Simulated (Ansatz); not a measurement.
System: H5NOSi2 (SMILES N[Si]O[SiH3]).

```xyz
9

N    -0.7787    2.0439   -0.9809
Si   -1.4203    0.6128   -0.2340
O     0.0677   -0.1647    0.0780
Si    0.6926   -1.5719    0.7423
H     0.2211    2.2333   -1.1243
H    -1.3763    2.7995   -1.3292
H    -0.4031   -2.4821    1.2246
H     1.5039   -2.2927   -0.2932
H     1.5815   -1.2243    1.8996
```

Method: RKS BLYP-D4/def2-SVP (Ansatz).

Predict the electron density and electron localisation function between the atoms.

Si–O (1.68 Å): the density is about 1 e/Å³ at the midpoint; the ELF peaks at about 0.85 between the atoms (a polar covalent bond).
Si–N (1.74 Å): ρ at the midpoint is about 1 e/Å³; the ELF peaks at about 0.90 between the atoms (a shared but strongly polarised pair).
N–H (1.02 Å): the density is about 2.7 e/Å³ at the midpoint; the ELF climbs to about 1 towards the hydrogen, as it does in any bond to H; a covalent bond by its length.
Si–H (1.50 Å): ρ is about 0.75 e/Å³ halfway; the ELF climbs to about 1 towards the hydrogen.

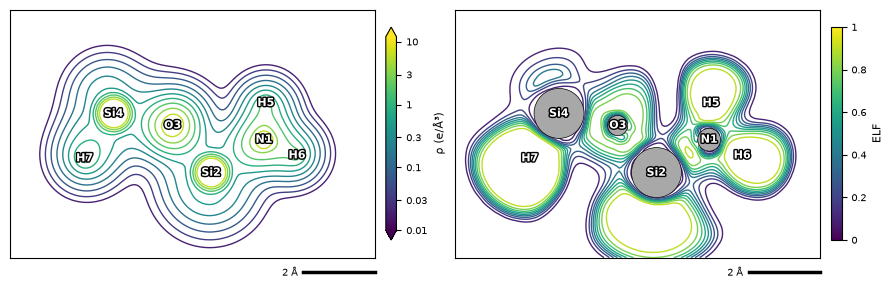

Computed electron density and electron localisation function on the plane of atoms Si2, N1 and H6, in this order. Grey discs cover the atomic cores in the ELF map. 
